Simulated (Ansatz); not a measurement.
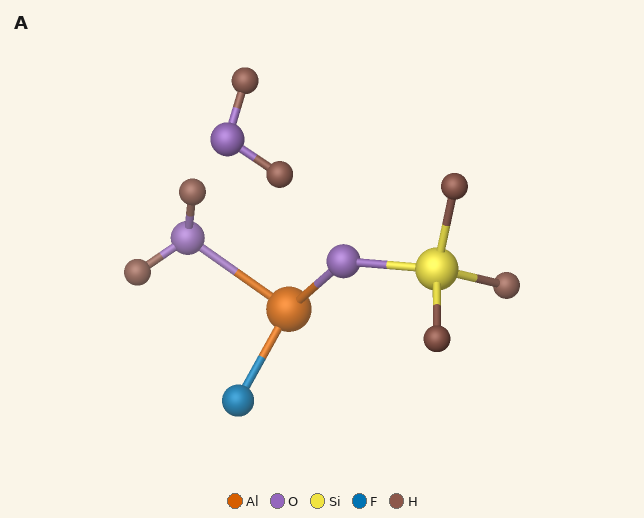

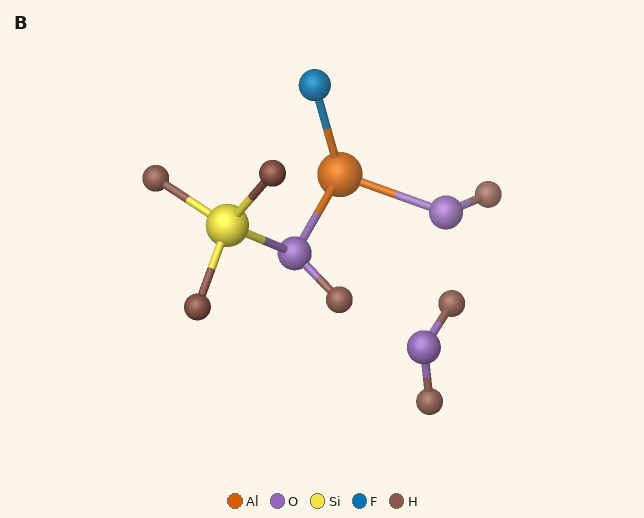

2 stationary structures of one formula. Charge 0, doublet. Geometries: PBE0-D4/def2-TZVP. Electronic energies: CCSD(T)/CBS (MP2 limit from def2-TZVPP and def2-QZVPP plus CCSD(T) − MP2) (Ansatz 0.2.0), without zero-point energy. Each is one conformer, not always the lowest.

> Which structure is the most stable?

A is lowest (a minimum); B lies 17.0 kJ/mol above it (a minimum).

Give E(B) − E(A) in kJ/mol at these levels too: CCSD(T)/CBS (MP2 limit from def2-TZVPP and def2-QZVPP plus CCSD(T) − MP2); B97M-V/def2-TZVPP; ωB97M-V/def2-SVP; UHF-CCSD(T) (frozen core)/def2-TZVPP; BHLYP-D4/def2-TZVPP; PBE0-D4/def2-TZVPP; PBE-D4/def2-TZVPP; B2PLYP (frozen core)/def2-TZVPP.

```json
{"level": "CCSD(T)/CBS (MP2 limit from def2-TZVPP and def2-QZVPP plus CCSD(T) − MP2)", "E(B) − E(A) (kJ/mol)": "+17.0"}
{"level": "B97M-V/def2-TZVPP", "E(B) − E(A) (kJ/mol)": "+20.5"}
{"level": "ωB97M-V/def2-SVP", "E(B) − E(A) (kJ/mol)": "+12.2"}
{"level": "UHF-CCSD(T) (frozen core)/def2-TZVPP", "E(B) − E(A) (kJ/mol)": "+18.1"}
{"level": "BHLYP-D4/def2-TZVPP", "E(B) − E(A) (kJ/mol)": "+17.6"}
{"level": "PBE0-D4/def2-TZVPP", "E(B) − E(A) (kJ/mol)": "+16.5"}
{"level": "PBE-D4/def2-TZVPP", "E(B) − E(A) (kJ/mol)": "+13.8"}
{"level": "B2PLYP (frozen core)/def2-TZVPP", "E(B) − E(A) (kJ/mol)": "+17.7"}
```
